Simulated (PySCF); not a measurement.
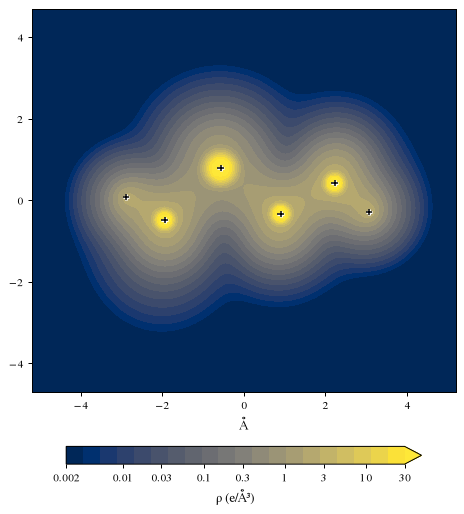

The total electron density on a plane through atoms (crosses mark nuclei in the plane).

All numbers below come from PBE0/pcSseg-1, SCF density, gas phase, non-relativistic in PySCF 2.14.0.

Candidates:
A. C₄H₁₂S₄Si (SMILES CS[Si](SC)(SC)SC)
B. C₆H₈F₃P (SMILES C#CCP(CC)C(F)(F)F)
C. C₄H₉ClO₃S

**Which candidate gave the map?**

Candidate B: C₆H₈F₃P on the plane of atoms C5, C6 and H18, which holds C, P and H. C–P (1.85 Å): ρ at the midpoint is about 1.1 e/Å³. C–H (1.10 Å): ρ is about 1.9 e/Å³ halfway.
